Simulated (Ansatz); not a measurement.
# CH7BSi2 (SMILES CB1[SiH2][SiH2]1) at B3LYP/6-31G(d) (spherical functions)

Aim: the energy change on altering one bond length of CH7BSi2 at B3LYP/6-31G* (spherical functions), from 2 runs. 

The results are computed with Ansatz 0.2.0.

75 further runs of the same task are left out: 75 set aside as unsound or not needed.

## (1) Starting point

The species is CH7BSi2 (11 atoms), meant as a singlet with charge 0. As SMILES, `CB1[SiH2][SiH2]1`. Geometry: relaxed at PBE0-D4/def2-TZVP.

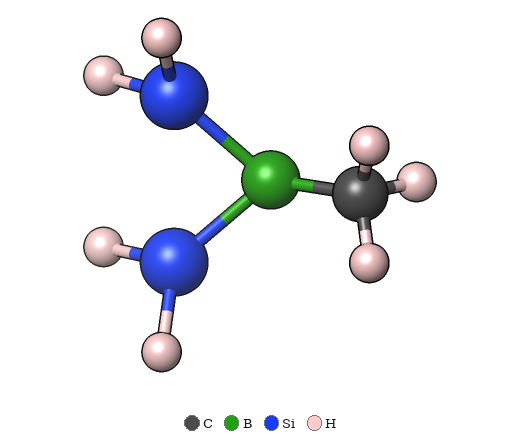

Viewed from a chosen angle; carbon dark grey, boron green, silicon blue, hydrogen pink.

## (2) The energy at B3LYP/6-31G(d) (spherical functions)

File job.yaml:

```yaml
crystal:
  periodic: [false, false, false]
  atoms:
    - {symbol: C, position_ang: [-0.263900, 1.793500, 0.099500]}
    - {symbol: B, position_ang: [-0.450600, 0.243000, -0.016600]}
    - {symbol: Si, position_ang: [0.018800, -1.148600, 1.199400]}
    - {symbol: Si, position_ang: [0.210300, -0.982900, -1.318800]}
    - {symbol: H, position_ang: [0.165600, 2.121800, 1.048800]}
    - {symbol: H, position_ang: [-1.271300, 2.229100, 0.051100]}
    - {symbol: H, position_ang: [0.301000, 2.238000, -0.723000]}
    - {symbol: H, position_ang: [-0.479200, -2.541300, 1.107000]}
    - {symbol: H, position_ang: [0.876900, -0.975400, 2.403900]}
    - {symbol: H, position_ang: [1.239000, -0.662800, -2.346600]}
    - {symbol: H, position_ang: [-0.281200, -2.371200, -1.484200]}
basis:
  gaussian:
    orbitals: 6-31G_st_-spherical.json
total_charge: 0
hamiltonian:
  xc: {name: B3LYP}
accuracy: high
output: {orbitals: {seedname: orbitals}}
```

The basis set 6-31G* is read from a file made from the Basis Set Exchange's data (not shown).

Launch:

```
$ ansatz run job.yaml --threads 1 --pin off --max-ram 3480MiB --events-out events.jsonl --progress --plain --runs-dir runs
```

Output:

```text
Warning: RAYON_NUM_THREADS=1 ignored (pool sized by the plan → 1); use --threads N
Functional definition: B3LYP
  name "B3LYP"
  parameter a0 = 0.2
  parameter ax = 0.72
  parameter ac = 0.81
  exchange = (1 - a0 - ax)*slater_x + ax*b88_x + a0*exact_x
  correlation = (1 - ac)*vwn_rpa_c + ac*lyp_c
1867 factors; integrals over basis functions are off by at most 3.4e-9 eV
mean field evaluation 1: about -17575.0265 eV, gradient 4.5e1 eV
mean field evaluation 2: about -17568.6006 eV, gradient 6.1e1 eV
mean field evaluation 4: about -17580.5734 eV, gradient 4.0e0 eV
mean field evaluation 8: about -17580.8091 eV, gradient 1.8e-1 eV
mean field evaluation 16: about -17580.8092 eV, gradient 9.1e-5 eV
mean field -17580.80920506 eV, -646.0828215856 hartree, gradient 1.3e-8 eV, S^2 0.000000; 0 other end points of the search recorded, 0 dependent functions left out
reference -17580.80924999 eV, -646.0828232366 hartree; 23, 23 occupied and 55, 55 virtual orbitals, 1867 factors
Total energy: -17580.80924999 eV, -646.0828232366 hartree
```

Run time: 8.7 s. Hardware: 1 thread of Arm Neoverse V1, shared host; peak memory 0.27 GiB.

## (3) The distorted shape, same level

File job.yaml:

```yaml
crystal:
  periodic: [false, false, false]
  atoms:
    - {symbol: C, position_ang: [-0.950368, 1.654942, -0.864084]}
    - {symbol: B, position_ang: [-1.137068, 0.104442, -0.980184]}
    - {symbol: Si, position_ang: [-0.667668, -1.287158, 0.235816]}
    - {symbol: Si, position_ang: [-0.476168, -1.121458, -2.282384]}
    - {symbol: H, position_ang: [-0.520868, 1.983242, 0.085216]}
    - {symbol: H, position_ang: [-1.957768, 2.090542, -0.912484]}
    - {symbol: H, position_ang: [-0.385468, 2.099442, -1.686584]}
    - {symbol: H, position_ang: [-1.165668, -2.679858, 0.143416]}
    - {symbol: H, position_ang: [0.876900, -0.975400, 2.403900]}
    - {symbol: H, position_ang: [0.552532, -0.801358, -3.310184]}
    - {symbol: H, position_ang: [-0.967668, -2.509758, -2.447784]}
basis:
  gaussian: {orbitals: 6-31G_st_-spherical.json}
output: {orbitals: {seedname: orbitals}}
accuracy: high
hamiltonian: {xc: {name: B3LYP}}
```

The basis set 6-31G* is read from a file made from the Basis Set Exchange's data (not shown).

Launch:

```
$ ansatz run job.yaml --threads 1 --pin off --max-ram 3480MiB --events-out events.jsonl --progress --plain --runs-dir runs
```

Output:

```text
Warning: RAYON_NUM_THREADS=1 ignored (pool sized by the plan → 1); use --threads N
Functional definition: B3LYP
  name "B3LYP"
  parameter a0 = 0.2
  parameter ax = 0.72
  parameter ac = 0.81
  exchange = (1 - a0 - ax)*slater_x + ax*b88_x + a0*exact_x
  correlation = (1 - ac)*vwn_rpa_c + ac*lyp_c
1869 factors; integrals over basis functions are off by at most 3.5e-9 eV
mean field evaluation 1: about -17571.9380 eV, gradient 4.5e1 eV
mean field evaluation 2: about -17560.4738 eV, gradient 7.0e1 eV
mean field evaluation 4: about -17577.1611 eV, gradient 8.7e0 eV
mean field evaluation 8: about -17577.7735 eV, gradient 1.3e0 eV
mean field evaluation 16: about -17577.7825 eV, gradient 2.0e-4 eV
mean field -17577.78252335 eV, -645.9715930841 hartree, gradient 2.8e-8 eV, S^2 0.000000; 0 other end points of the search recorded, 0 dependent functions left out
reference -17577.78256958 eV, -645.9715947833 hartree; 23, 23 occupied and 55, 55 virtual orbitals, 1869 factors
Total energy: -17577.78256958 eV, -645.9715947833 hartree
```

Run time: 9.3 s. Hardware: 1 thread of Arm Neoverse V1, shared host; peak memory 0.27 GiB.

## (4) What came out

At B3LYP/6-31G* (spherical functions):

| quantity | value |
| --- | --- |
| first shape: total energy | -646.08282 Eh |
| first shape: HOMO energy | -6.17 eV |
| first shape: LUMO energy | -1.42 eV |
| first shape: HOMO–LUMO gap | 4.75 eV |
| distorted shape: total energy | -645.97159 Eh |
| distorted shape: HOMO energy | -6.38 eV |
| distorted shape: LUMO energy | -3.07 eV |
| distorted shape: HOMO–LUMO gap | 3.31 eV |
| energy change with the Si3–H9 bond stretched from 1.489 to 2.680 Å | 3.027 eV |

What this shows: One bond (distorted shape) is far stretched, which a spin-restricted single reference describes badly; a broken-symmetry solution may lie lower. With the Si3–H9 bond stretched from 1.489 to 2.680 Å the energy rises by 3.03 eV (70 kcal/mol). The first shape isn't relaxed at this level, so the change isn't measured from a minimum. A restricted reference can't describe the breaking bond well at this length.
